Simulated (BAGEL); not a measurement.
# SiH2O2 (SMILES O[Si]O): a chain of runs

Wanted: the energy (HF/def2-SVP), then a single-point energy (NEVPT2(2,2)/def2-SVP), then the energy (CASPT2(2,2)/def2-SVP) of SiH2O2. 

The results are computed with BAGEL 1.2.2.

1 further run of the same task is left out (set aside as unsound or not needed).

## 1. The structure to begin with

SiH2O2: 5 atoms, total charge 0, spin state singlet. SMILES: `O[Si]O`. The shape is that of a PBE0-D4/def2-TZVP optimisation. This is one conformer, not always the lowest.

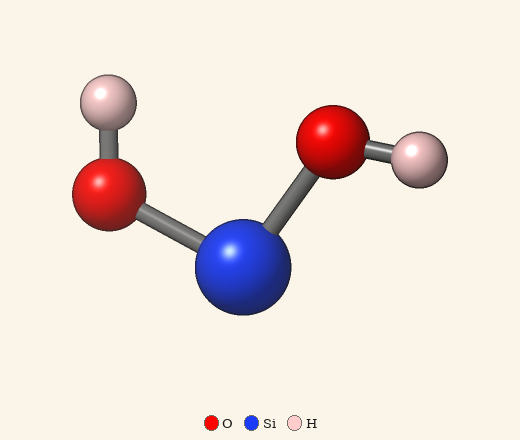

The structure, seen from a chosen angle (oxygen red, silicon blue, hydrogen pink).

## 2. A single-point energy at HF/def2-SVP (density fitting with svp-jkfit) (run 1)

input.json

```json
{ "bagel" : [

{
  "title" : "molecule",
  "basis" : "svp",
  "df_basis" : "svp-jkfit",
  "angstrom" : true,
  "geometry" : [
    { "atom" : "O", "xyz" : [   -1.443196,   -0.105602,   -0.274997 ] },
    { "atom" : "Si", "xyz" : [   -0.212000,   -0.791300,    0.567700 ] },
    { "atom" : "O", "xyz" : [    1.036000,    0.187500,    0.068600 ] },
    { "atom" : "H", "xyz" : [   -1.231896,    0.648898,   -0.836097 ] },
    { "atom" : "H", "xyz" : [    1.901100,   -0.013100,    0.433400 ] }
  ]
},
{
  "title" : "hf"
},
{
  "title" : "print",
  "file" : "orbitals.molden",
  "orbitals" : true
}

]}
```

On the command line:

```
BAGEL_NUM_THREADS=1 BAGEL input.json > input.out
```

The program printed:

```text
* using 1 threads per process

  ===============================================================
  ===============================================================

  *** Geometry ***

  { "atom" : "O", "xyz" : [     -2.727245,     -0.199559,     -0.519669 ] },
  { "atom" : "Si", "xyz" : [     -0.400622,     -1.495340,      1.072798 ] },
  { "atom" : "O", "xyz" : [      1.957756,      0.354324,      0.129635 ] },
  { "atom" : "H", "xyz" : [     -2.327946,      1.226240,     -1.579994 ] },
  { "atom" : "H", "xyz" : [      3.592558,     -0.024755,      0.819007 ] },

  Number of auxiliary basis functions:      318

  Since a DF basis is specified, we compute 2- and 3-index integrals:
    o Being stored without compression. Storage requirement is 0.008 GB

  Number of basis functions:       56
  Number of electrons      :       32

    * METHOD: MOLECULE                             0.08

  *** RHF ***

  === Nuclear Repulsion ===
   103.6464062641

      * DIIS with orbital gradients will be used.

  === RHF iteration (svp) ===
      0       -439.39781395          0.03351925           0.02
      1       -439.55121150          0.02395562           0.02
      2       -439.66594712          0.00149911           0.02
[... 10 lines of this table left out ...]
     13       -439.66725243          0.00000000           0.02
    * SCF iteration converged.

    * Permanent dipole moment:
           (   -0.725320,    -0.255717,     0.037334) a.u.

    * METHOD: HF                                   0.32

    * METHOD: PRINT                                0.01

  ===============================================================
```

Run time: 0.64 s. Hardware: 1 thread of Arm Neoverse V2, shared host; peak memory 0.14 GiB.

## 3. The energy at NEVPT2(2,2)/def2-SVP (density fitting with svp-jkfit) (run 2)

input.json

```json
{ "bagel": [

{
  "title": "molecule",
  "basis": "svp",
  "df_basis": "svp-jkfit",
  "angstrom": true,
  "geometry": [
    { "atom": "O", "xyz": [      -1.443196,      -0.105602,      -0.274997 ] },
    { "atom": "Si", "xyz": [      -0.212000,      -0.791300,       0.567700 ] },
    { "atom": "O", "xyz": [       1.036000,       0.187500,       0.068600 ] },
    { "atom": "H", "xyz": [      -1.231896,       0.648898,      -0.836097 ] },
    { "atom": "H", "xyz": [       1.901100,      -0.013100,       0.433400 ] }
  ]
},

{
  "title": "hf"
},

{
  "title": "nevpt2",
  "nstate": 1,
  "nact": 2,
  "nclosed": 15,
  "active": [10, 19],
  "maxiter": 200,
  "natocc": true,
  "ncore": 7
},

{
  "title": "print",
  "file": "orbitals.molden",
  "orbitals": true
}

]}
```

On the command line:

```
BAGEL_NUM_THREADS=1 BAGEL input.json > input.out
```

The program printed:

```text
* using 1 threads per process

  ===============================================================
  ===============================================================

  *** Geometry ***

[... 29 lines left out ...]
    * SCF iteration converged.
[... 1 line left out ...]
    * Permanent dipole moment:
[... 28 lines left out ...]
    * Second-order optimization converged. *
[... 9 lines left out ...]
     * ci vector, state   0, <S^2> = 0.0000
       2.     0.9954197717
       .2    -0.0956006178

  === DF-NEVPT2 calculation ===

    * 3-index integral transformation done
    * assembly done

      NEVPT2 correlation energy:   -0.4351547369      0.04

          (+0)     -0.3545354520
          (+0)'    -0.0362809259
          (+1)     -0.0050432524
          (+1)'     0.0000000000
          (+2)     -0.0004140727
          (-1)     -0.0317659382
          (-1)'     0.0000000000
          (-2)     -0.0071150956

      NEVPT2 total energy:       -440.1221888805

    * METHOD: NEVPT2                               2.01

    * METHOD: PRINT                                0.01

  ===============================================================
```

Run time: 2.6 s. Hardware: 1 thread of Arm Neoverse V2, shared host; peak memory 0.14 GiB.

## 4. A single-point energy at CASPT2(2,2)/def2-SVP (density fitting with svp-jkfit) (run 3)

job.json

```json
{ "bagel": [

{
  "title": "molecule",
  "basis": "svp",
  "df_basis": "svp-jkfit",
  "angstrom": true,
  "geometry": [
    { "atom": "O", "xyz": [   -1.443196,   -0.105602,   -0.274997 ] },
    { "atom": "Si", "xyz": [   -0.212000,   -0.791300,    0.567700 ] },
    { "atom": "O", "xyz": [    1.036000,    0.187500,    0.068600 ] },
    { "atom": "H", "xyz": [   -1.231896,    0.648898,   -0.836097 ] },
    { "atom": "H", "xyz": [    1.901100,   -0.013100,    0.433400 ] }
  ]
},
{
  "title": "hf"
},
{
  "title": "casscf",
  "nstate": 1,
  "nact": 2,
  "nclosed": 15,
  "active": [10, 19],
  "maxiter": 200,
  "natocc": true
},
{
  "title": "print",
  "file": "orbitals.molden",
  "orbitals": true
},
{
  "title": "smith",
  "method": "caspt2",
  "ms": true,
  "xms": true,
  "sssr": true,
  "shift": 0.2,
  "shift_imag": true,
  "ncore": 7
}

]}
```

On the command line:

```
BAGEL_NUM_THREADS=1 BAGEL job.json > job.out
```

The program printed:

```text
* using 1 threads per process

  ===============================================================
  ===============================================================

  *** Geometry ***

[... 31 lines left out ...]
    * Permanent dipole moment:
[... 37 lines left out ...]
     * ci vector, state   0, <S^2> = 0.0000
[... 21 lines left out ...]
       #      aibj      arbs      arbi      airj      risj      airs      arst      rist         Etot      error   time
[... 10 lines left out ...]
      ------------------------------------------------------------------------------------------------------------------

    * CASPT2 energy : state  0     -440.1226849447
        w/o shift correction       -440.1207634269
        reference weight              0.8868749227

    * METHOD: SMITH                                0.20

  ===============================================================
```

Run time: 2.8 s. Hardware: 1 thread of Arm Neoverse V2, shared host; peak memory 0.14 GiB.

## 5. Results

| quantity | value |
| --- | --- |
| run 1, HF/def2-SVP: total energy | -439.66725 Eh |
| run 1, HF/def2-SVP: dipole moment | 1.96 D |
| run 1, HF/def2-SVP: HOMO energy | -9.61 eV |
| run 1, HF/def2-SVP: LUMO energy | 2.38 eV |
| run 1, HF/def2-SVP: HOMO–LUMO gap | 11.99 eV |
| run 2, NEVPT2(2,2)/def2-SVP: total energy | -440.12219 Eh |
| run 3, CASPT2(2,2)/def2-SVP: total energy | -440.12268 Eh |
